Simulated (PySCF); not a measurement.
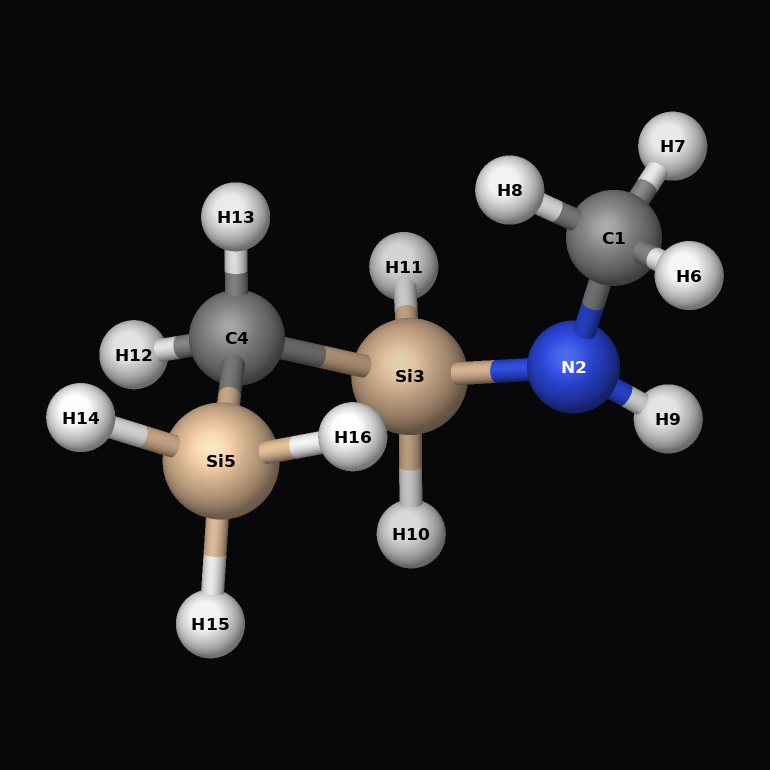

The geometry was computed by an optimisation with GFN2-xTB. No frequency run is at hand to confirm it as a minimum. Electric field gradients from the ground-state density, PBE0/pcSseg-1 (PySCF 2.14.0), non-relativistic apart from any core potentials.

Give the largest field-gradient component, the quadrupole coupling constant and the asymmetry for 14N at N2 (Q = 20.44 mb).

| atom | V_zz (a.u.) | e²qQ/h (MHz) | η |
| --- | --- | --- | --- |
| N2 | −1.049 | −5.04 | 0.38 |

The geometry is semi-empirical. Around Si such bond lengths and angles can be off by a tenth of an ångström or more and by several degrees, and values that hang on the shape move with them.
